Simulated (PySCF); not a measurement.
# BF (Boron monofluoride): the cost of one run

The runs use PySCF 2.14.0, with density-fitted response routines of our own; the level of theory stands in each step. All values are computed, except where a source is named. Atoms are numbered from 0 throughout.

**1. The starting structure**

2 atoms, charge 0, multiplicity 1; geometry from: GFN2-xTB. The atoms were then displaced at random by about 0.01 Å, so the start is not that level's minimum.

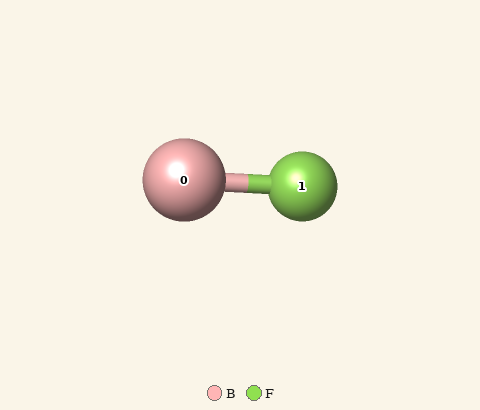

The starting geometry (boron pink, fluorine green), atoms numbered.

**2. Optimising the geometry at PBE0-D3(BJ)/def2-TZVP**

Job settings and geometry (Å):

```
{"job": {"xc": "PBE0", "basis": "def2-TZVP", "d3": "d3bj", "grid": 2, "shake": 0.01, "kind": "geom"}, "charge": 0, "multiplicity": 1}
B      0.643880    -0.028100     0.000920
F     -0.626390    -0.000720    -0.013040
```

On the command line:

```
$ OMP_NUM_THREADS=1 python probes_run.py task.json out
```

This one command runs all jobs of the session in turn.

Q: Estimate the wall time and peak memory of this first job on 1 thread of Arm Neoverse V2, shared host.

About 1.9 s, with a peak of 0.27 GiB.
